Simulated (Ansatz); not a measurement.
# Meshes and cutoff for the phonons of Nb (Im-3m, 1 atom in the cell), part 2 of 3

How do the frequencies of Nb (Im-3m, 1 atom in the cell) move with q mesh, k mesh and cutoff?

Ansatz 0.2.0; DFT PBEsol, scalar-relativistic, plane waves, PAW.

So far, highest frequency on the path or at a solved wavevector (cm⁻¹): step 3 (the dispersion) 218; step 4 (q mesh 2×2×2) 218. The relaxed cell has a = 3.271 Å (conventional setting).

The database entry behind the starting cell differs from later determinations by our own check (about 0.8 % long, hydrogen-cycled sample), so it need not match the best structure at ambient conditions.

### 7. The series together

Times are for 4 threads of Arm Neoverse V2, shared host. Results by setting:

| no. | q mesh | k-mesh | mean frequency (cm⁻¹) | lowest frequency on the path (cm⁻¹) | time | memory (GiB) |
| --- | --- | --- | --- | --- | --- | --- |
| 1 | 2×2×2 | 20×20×20 | 161.3 | 0 | 16 s | 1.1 |
| 2 | 3×3×3 | 21×21×21 | 143.2 | 0 | 54 s | 2.2 |
| 3 | 6×6×6 | 24×24×24 | 146.4 | 0 | 12 min | 4.3 |

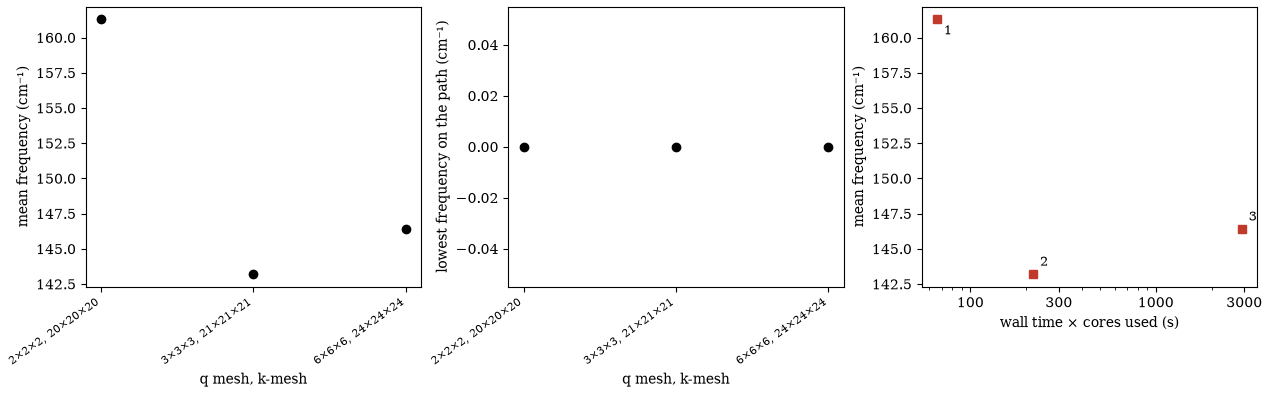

The series as plots; the last panel sets the first result against cost, with the runs numbered as in the table.

The runs together. Table of phonon density of states by wavenumber; read off at these points; values in 1/cm⁻¹/cell:

```
wavenumber (cm⁻¹)  2×2×2, 20×20×20  3×3×3, 21×21×21  6×6×6, 24×24×24
             10.0           2.5e-5           2.5e-5           1.2e-4
             20.0           1.3e-4           1.4e-4           5.4e-4
             30.0           3.5e-4           3.4e-4          0.00145
             40.0           6.4e-4           6.4e-4          0.00493
             50.0          0.00105          0.00105          0.00517
             60.0          0.00156          0.00161          0.00550
             70.0          0.00224          0.00237          0.00606
             80.0          0.00311          0.00342          0.00690
             90.0           0.0042           0.0049          0.00787
            100.0          0.00563          0.00722          0.00926
            110.0          0.00755           0.0174           0.0125
            120.0           0.0102           0.0526           0.0178
            123.0           0.0112           0.0584           0.0205
            130.0           0.0143           0.0472           0.0299
            140.0           0.0229           0.0319           0.0486
            150.0           0.0308           0.0290           0.0237
            160.0           0.0371           0.0272           0.0177
            170.0           0.0404           0.0266           0.0153
            173.0           0.0535           0.0264           0.0149
            180.0           0.0460           0.0270           0.0169
            183.0           0.0608           0.0273           0.0196
            190.0           0.0347           0.0229           0.0392
            193.0           0.0279           0.0259           0.0529
            200.0           0.0190                -           0.0279
            210.0           0.0103                -          0.00542
```

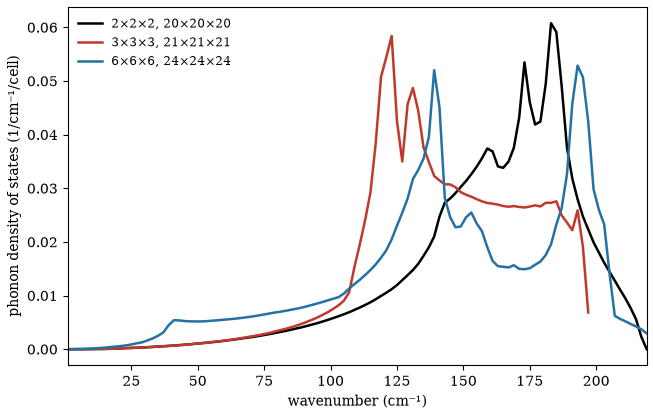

Phonon density of states, plotted against wavenumber.

The runs together, line C_V. C_V against temperature; values in J/mol-atom/K:

```
temperature (K)  2×2×2, 20×20×20  3×3×3, 21×21×21  6×6×6, 24×24×24
              0                0                0                0
             50             5.84             7.61             7.71
            100             16.2             17.6             17.3
            150             20.4             21.3             21.0
            200             22.2             22.8             22.6
            250             23.2             23.5             23.4
            300             23.7             23.9             23.9
            350             24.0             24.2             24.1
            400             24.2             24.4             24.3
            450             24.4             24.5             24.5
            500             24.5             24.6             24.5
            550             24.6             24.6             24.6
            600             24.6             24.7             24.7
            650             24.7             24.7             24.7
            700             24.7             24.8             24.7
            750             24.7             24.8             24.8
            800             24.8             24.8             24.8
            850             24.8             24.8             24.8
            900             24.8             24.8             24.8
            950             24.8             24.8             24.8
           1000             24.8             24.9             24.8
```

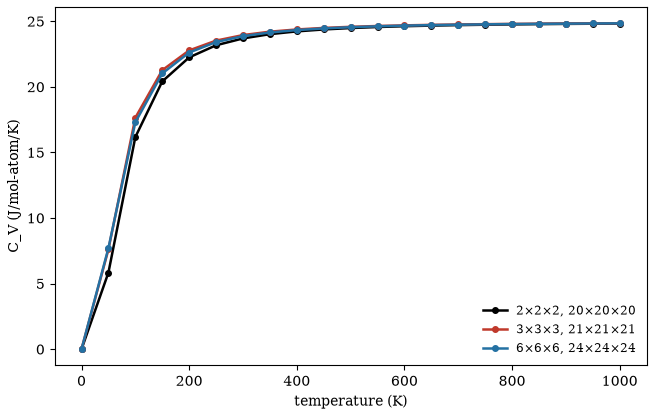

C_V against temperature.

### 8. Another k mesh, k-mesh 6×6×6, q mesh 2×2×2

The k mesh is changed to 6×6×6 on a small fixed q mesh, to find the coarsest that serves.

input.yaml

```yaml
crystal:
  lattice:
    - [-1.635410055, 1.635410055, 1.635410055]
    - [1.635410055, -1.635410055, 1.635410055]
    - [1.635410055, 1.635410055, -1.635410055]
  atoms:
    - { symbol: Nb, position: [0.0, 0.0, 0.0] }
kpoints:
  mp_grid: { grid: [6, 6, 6] }
hamiltonian:
  xc: pbesol
scf:
  occupations: { method: methfessel_paxton, width: 0.2 }
output:
  eigenvalues: true
phonons:
  method: dfpt
  qmesh: [2, 2, 2]
  temperatures: { t_max: 1000, t_step: 50 }
  qpath:
    path:
      - [[0.0, 0.0, 0.0], [0.5, -0.5, 0.5], [0.0, 0.0, 0.5], [0.0, 0.0, 0.0], [0.25, 0.25, 0.25], [0.5, -0.5, 0.5]]
      - [[0.25, 0.25, 0.25], [0.0, 0.0, 0.5]]
    npoints: 10
```

Run with:

```console
$ ansatz run input.yaml --threads 4 --pin off --max-ram 7168MiB --backend cpu --events-out ev --progress --plain --runs-dir out
```

Numbers of over 12 decimals in the logs are rounded to 6 here.

The program printed:

```text
[...]
Crystal: 1 atoms, lattice volume = 17.496 Å³
Basis set: ecut = 420 eV, 321 PW (Γ), exchange–correlation on 40×40×40 points (8 copies of the dense FFT grid, shifted against one another)
Bands: 11, of which v1, the nominal top of the filled ones, is band 7 counted from 1 (6 counted from 0)
Symmetry: 48 space group operations
k-points: 16 of 216
[...]
SCF iter   1: F=—  HF=-4495.451755 eV  |F-HF|=—  |Δ(HF+E_count)|=         —  Δρ=4.25e-3  dr2=1.39e-3  ethr=1.77e-3  ⟨swp⟩=4.8  Hψ=946  notcnv=0
[...]
SCF iter   7: F=-4495.451642 eV  HF=-4495.451642 eV  |F-HF|=1.82e-12  |Δ(HF+E_count)|=  2.55e-11  S|Δr|=    0.00e0  Δρ=1.49e-7  dr2=1.72e-12  ethr=1.00e-12  ⟨swp⟩=5.6  Hψ=665  notcnv=0
SCF 1 converged in 7 iterations: F = -4495.451642 eV  dr2 = 1.72e-12
[...]
SCF converged after 7 iterations
[...]
Free energy (F): -4495.451642 eV
[...]
Internal energy: -4495.459397 eV  (E = F + TS)
E sigma→0 (E₀):  -4495.453581 eV
Entropy (-TS):   0.007756 eV (7.756 meV/atom)
Fermi energy:    18.362109 eV
[...]
--- Band table (eV; the first three rows and the last of 16) ---
  k-point 0: bands = [... 3 lower, -11.1423, 12.2597, 18.6534, 18.6534, 18.6534, 21.6495, 21.6495, 32.4396]
  k-point 1: bands = [... 3 lower, -11.1462, 13.3375, 18.0099, 18.3725, 19.7738, 21.0369, 21.6842, 33.0850]
  k-point 2: bands = [... 3 lower, -11.1542, 14.6089, 16.9711, 18.7391, 21.4786, 22.0406, 22.6888, 31.4531]
  k-point 15: bands = [... 3 lower, -12.1673, 14.3513, 14.3513, 24.1558, 24.1558, 24.1558, 27.5488, 27.5488]
[...]
ASR residual: 1.088e-4 → 0.000e0 eV/Å²; symmetrization residual: 2.274e-13 eV/Å²
  ASR residual per site (eV/Å²): 1.09e-4
  Γ frequencies (cm⁻¹): 0.00 0.00 0.00
--- Phonons (arbitrary-q DFPT): 3 irreducible q on the 2×2×2 mesh ---
[...]
interpolated dispersion: 62 rows × 3 modes
[...]
```

Elapsed: 1.2 s, on 4 threads of Arm Neoverse V2, shared host; peak memory 0.34 GiB.

The run finished; it serves as a test, and its numbers are not taken as the result.

### 9. Another k mesh, k-mesh 10×10×10, q mesh 2×2×2

The k mesh is changed to 10×10×10 on a small fixed q mesh, to find the coarsest that serves.

Edit input.yaml of step 8 so:

```diff
@@ -8,3 +8,3 @@
 kpoints:
-  mp_grid: { grid: [6, 6, 6] }
+  mp_grid: { grid: [10, 10, 10] }
 hamiltonian:
```

The program printed:

```text
[...]
Crystal: 1 atoms, lattice volume = 17.496 Å³
Basis set: ecut = 420 eV, 321 PW (Γ), exchange–correlation on 40×40×40 points (8 copies of the dense FFT grid, shifted against one another)
Bands: 11, of which v1, the nominal top of the filled ones, is band 7 counted from 1 (6 counted from 0)
Symmetry: 48 space group operations
k-points: 47 of 1000
[...]
SCF iter   1: F=—  HF=-4495.430070 eV  |F-HF|=—  |Δ(HF+E_count)|=         —  Δρ=5.60e-3  dr2=4.30e-3  ethr=1.77e-3  ⟨swp⟩=4.9  Hψ=2795  notcnv=0
[...]
SCF iter   6: F=-4495.428712 eV  HF=-4495.428712 eV  |F-HF|=0.00e0  |Δ(HF+E_count)|=  2.66e-10  S|Δr|=    0.00e0  Δρ=1.69e-7  dr2=1.29e-12  ethr=1.00e-12  ⟨swp⟩=4.8  Hψ=2417  notcnv=0
SCF 1 converged in 6 iterations: F = -4495.428712 eV  dr2 = 1.29e-12
[...]
SCF converged after 6 iterations
[...]
Free energy (F): -4495.428712 eV
[...]
Internal energy: -4495.425837 eV  (E = F + TS)
E sigma→0 (E₀):  -4495.427994 eV
Entropy (-TS):   -0.002875 eV (-2.875 meV/atom)
Fermi energy:    18.270334 eV
[...]
--- Band table (eV; the first three rows and the last of 47) ---
  k-point 0: bands = [... 3 lower, -11.2137, 12.2583, 18.6063, 18.6063, 18.6063, 21.6130, 21.6130, 32.4413]
  k-point 1: bands = [... 3 lower, -11.2151, 12.6770, 18.3488, 18.5297, 19.0166, 21.2565, 21.6160, 32.7709]
  k-point 2: bands = [... 3 lower, -11.2189, 13.7127, 17.7476, 18.2125, 20.1959, 20.9809, 21.6838, 33.0724]
  k-point 46: bands = [... 3 lower, -12.2355, 14.3373, 14.3373, 24.0957, 24.0957, 24.0957, 27.5373, 27.5373]
[...]
ASR residual: 2.988e-5 → 0.000e0 eV/Å²; symmetrization residual: 3.221e-13 eV/Å²
  ASR residual per site (eV/Å²): 2.99e-5
  Γ frequencies (cm⁻¹): 0.00 0.00 0.00
--- Phonons (arbitrary-q DFPT): 3 irreducible q on the 2×2×2 mesh ---
[...]
interpolated dispersion: 62 rows × 3 modes
[...]
```

Elapsed: 2.8 s, on 4 threads; peak memory 0.41 GiB; 9.4 s of CPU time.

The run finished; it serves as a test, and its numbers are not taken as the result.

### 10. Another k mesh, k-mesh 16×16×16, q mesh 2×2×2

The k mesh is changed to 16×16×16 on a small fixed q mesh, to find the coarsest that serves.

Edit input.yaml of step 9 so:

```diff
@@ -8,3 +8,3 @@
 kpoints:
-  mp_grid: { grid: [10, 10, 10] }
+  mp_grid: { grid: [16, 16, 16] }
 hamiltonian:
```

The program printed:

```text
[...]
Crystal: 1 atoms, lattice volume = 17.496 Å³
Basis set: ecut = 420 eV, 321 PW (Γ), exchange–correlation on 40×40×40 points (8 copies of the dense FFT grid, shifted against one another)
Bands: 11, of which v1, the nominal top of the filled ones, is band 7 counted from 1 (6 counted from 0)
Symmetry: 48 space group operations
k-points: 145 of 4096
[...]
k-point 144: bands = [... 3 lower, -12.2476, 14.3343, 14.3343, 24.0860, 24.0860, 24.0860, 27.5352, 27.5352]
[...]
ASR residual: 8.520e-6 → 0.000e0 eV/Å²; symmetrization residual: 2.302e-13 eV/Å²
  ASR residual per site (eV/Å²): 8.52e-6
  Γ frequencies (cm⁻¹): 0.00 0.00 0.00
--- Phonons (arbitrary-q DFPT): 3 irreducible q on the 2×2×2 mesh ---
[...]
interpolated dispersion: 62 rows × 3 modes
[...]
[key lines of the parts left out:]
SCF converged after 6 iterations
Free energy (F): -4495.455188 eV
Fermi energy:    18.239361 eV
```

It took 8.8 s on 4 threads; peak memory 0.73 GiB.

Against step 4 (now k-mesh 16×16×16), the lowest mode on the q mesh (acoustic modes at Γ apart) goes from 141 cm⁻¹ to 149 cm⁻¹ and the mean frequency goes from 161 cm⁻¹ to 166 cm⁻¹.

### 11. Another k mesh, q mesh 2×2×2

The k mesh is changed to 20×20×20 on a small fixed q mesh, to find the coarsest that serves.

Edit input.yaml of step 10 so:

```diff
@@ -8,3 +8,3 @@
 kpoints:
-  mp_grid: { grid: [16, 16, 16] }
+  mp_grid: { grid: [20, 20, 20] }
 hamiltonian:
```

The program printed:

```text
[...]
Crystal: 1 atoms, lattice volume = 17.496 Å³
Basis set: ecut = 420 eV, 321 PW (Γ), exchange–correlation on 40×40×40 points (8 copies of the dense FFT grid, shifted against one another)
Bands: 11, of which v1, the nominal top of the filled ones, is band 7 counted from 1 (6 counted from 0)
Symmetry: 48 space group operations
k-points: 256 of 8000
[...]
k-point 255: bands = [... 3 lower, -12.2478, 14.3343, 14.3343, 24.0857, 24.0857, 24.0857, 27.5352, 27.5352]
[...]
ASR residual: 3.170e-7 → 0.000e0 eV/Å²; symmetrization residual: 4.169e-13 eV/Å²
  ASR residual per site (eV/Å²): 3.17e-7
  Γ frequencies (cm⁻¹): 0.00 0.00 0.00
--- Phonons (arbitrary-q DFPT): 3 irreducible q on the 2×2×2 mesh ---
[...]
interpolated dispersion: 62 rows × 3 modes
[...]
[key lines of the parts left out:]
SCF converged after 6 iterations
Free energy (F): -4495.453428 eV
Fermi energy:    18.247498 eV
```

Wall time 16 s (4 threads); peak memory 1.1 GiB.

Against step 10 (now k-mesh 20×20×20), the lowest mode on the q mesh (acoustic modes at Γ apart) goes from 149 cm⁻¹ to 141 cm⁻¹ and the mean frequency goes from 166 cm⁻¹ to 161 cm⁻¹.

### 12. Another k mesh, k-mesh 30×30×30, q mesh 2×2×2

The k mesh is changed to 30×30×30 on a small fixed q mesh, to find the coarsest that serves.

Edit input.yaml of step 11 so:

```diff
@@ -8,3 +8,3 @@
 kpoints:
-  mp_grid: { grid: [20, 20, 20] }
+  mp_grid: { grid: [30, 30, 30] }
 hamiltonian:
```

The program printed:

```text
[...]
Crystal: 1 atoms, lattice volume = 17.496 Å³
Basis set: ecut = 420 eV, 321 PW (Γ), exchange–correlation on 40×40×40 points (8 copies of the dense FFT grid, shifted against one another)
Bands: 11, of which v1, the nominal top of the filled ones, is band 7 counted from 1 (6 counted from 0)
Symmetry: 48 space group operations
k-points: 752 of 27000
[...]
k-point 751: bands = [... 3 lower, -12.2502, 14.3337, 14.3337, 24.0838, 24.0838, 24.0838, 27.5348, 27.5348]
[...]
ASR residual: 2.333e-6 → 0.000e0 eV/Å²; symmetrization residual: 2.472e-13 eV/Å²
  ASR residual per site (eV/Å²): 2.33e-6
  Γ frequencies (cm⁻¹): 0.00 0.00 0.00
--- Phonons (arbitrary-q DFPT): 3 irreducible q on the 2×2×2 mesh ---
[...]
interpolated dispersion: 62 rows × 3 modes
[...]
[key lines of the parts left out:]
SCF converged after 6 iterations
Free energy (F): -4495.453327 eV
Fermi energy:    18.236086 eV
```

Run time: 52 s. Hardware: 4 threads; peak memory 3.1 GiB; 3.2 min of CPU time.

Frequencies (cm⁻¹) solved at each irreducible wavevector; negative means imaginary. Frequencies by wavevector, by row:

```csv
q in reciprocal lattice units,star,mode 1,mode 2,mode 3
0 0 0,1,0,0,0
0 0 -0.5,6,140.8,171.5,185.4
-0.5 -0.5 -0.5,1,219.4,219.4,219.4
```

Against step 4 (now k-mesh 30×30×30), the highest frequency on the path or at a solved wavevector goes from 218 to 219 cm⁻¹.

### 13. Side by side

Times are for 4 threads of Arm Neoverse V2, shared host. The runs compared:

| no. | k-mesh | lowest mode on the q mesh (acoustic modes at Γ apart) (cm⁻¹) | highest frequency on the path or at a solved wavevector (cm⁻¹) | time | memory (GiB) |
| --- | --- | --- | --- | --- | --- |
| 1 | 16×16×16 | 149.4 | 219.1 | 8.8 s | 0.73 |
| 2 | 20×20×20 | 141.3 | 217.8 | 16 s | 1.1 |
| 3 | 30×30×30 | 140.8 | 219.4 | 52 s | 3.1 |

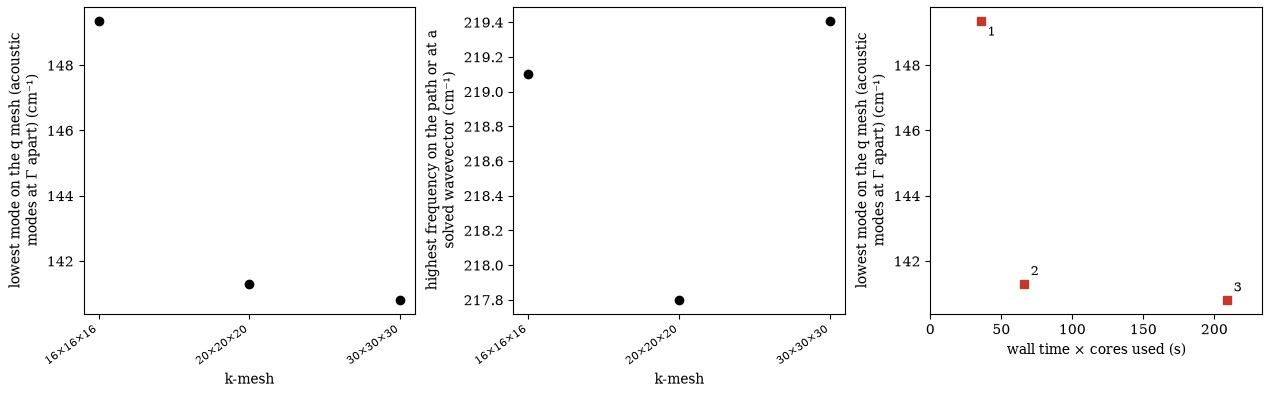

The series as plots; the last panel sets the first result against cost, with the runs numbered as in the table.

The phonon density of states has structure finer than the step of the table below, so its rows give means over 10 cm⁻¹, whole bins alone (the curve runs from 1 to 219 cm⁻¹). Peaks (cm⁻¹: height): 16×16×16 189.0: 0.0703; 20×20×20 173.0: 0.0535, 183.0: 0.0608; 30×30×30 171.0: 0.0502, 181.0: 0.0577.

The runs together. Table of phonon density of states by wavenumber; means over each step; values in 1/cm⁻¹/cell:

```csv
wavenumber (cm⁻¹),16×16×16,20×20×20,30×30×30
10,2.6e-5,2.7e-5,2.7e-5
20,1.2e-4,1.4e-4,1.4e-4
30,3.1e-4,3.5e-4,3.5e-4
40,5.8e-4,6.5e-4,6.6e-4
50,9.4e-4,0.00106,0.00107
60,0.00140,0.00157,0.00160
70,0.00200,0.00225,0.00228
80,0.00275,0.00311,0.00316
90,0.00369,0.00422,0.00428
100,0.00492,0.00565,0.00574
110,0.00651,0.00757,0.00770
120,0.00865,0.0103,0.0105
130,0.0117,0.0144,0.0147
140,0.0166,0.0230,0.0236
150,0.0266,0.0309,0.0314
160,0.0345,0.0356,0.0354
170,0.0392,0.0418,0.0427
180,0.0476,0.0494,0.0500
190,0.0527,0.0377,0.0337
200,0.0244,0.0192,0.0186
210,0.0128,0.0102,0.0106
```

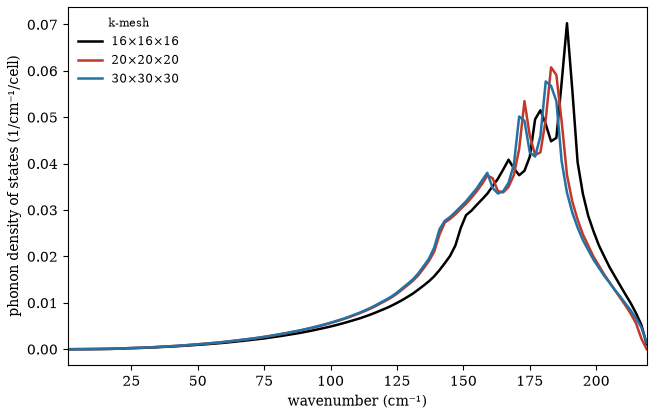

Phonon density of states, plotted against wavenumber.

The runs together, line C_V. C_V against temperature; values in J/mol-atom/K:

```csv
temperature (K),16×16×16,20×20×20,30×30×30
0,0,0,0
50,5.45,5.84,5.88
100,15.8,16.2,16.2
150,20.2,20.4,20.4
200,22.1,22.2,22.3
250,23.1,23.2,23.2
300,23.6,23.7,23.7
350,24.0,24.0,24.0
400,24.2,24.2,24.2
450,24.3,24.4,24.4
500,24.5,24.5,24.5
550,24.5,24.6,24.6
600,24.6,24.6,24.6
650,24.7,24.7,24.7
700,24.7,24.7,24.7
750,24.7,24.7,24.7
800,24.8,24.8,24.8
850,24.8,24.8,24.8
900,24.8,24.8,24.8
950,24.8,24.8,24.8
1000,24.8,24.8,24.8
```

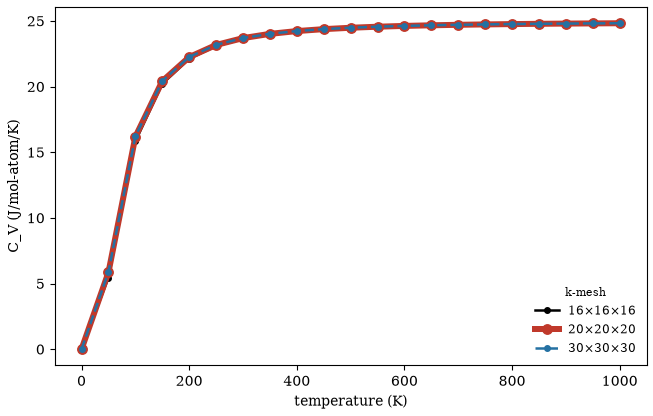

C_V, plotted against temperature.

(Continued in part 3 of 3.)

[Logs are printed without paths, hosts, clocks, repeated set-up lines and the standing remarks that a program may print on its own settings, such as how far it seeks lower states.]

[Hosts, paths, dates, database ids (printed as entryN), source tags and the programs' standing remarks are cut or masked in the printed files.]
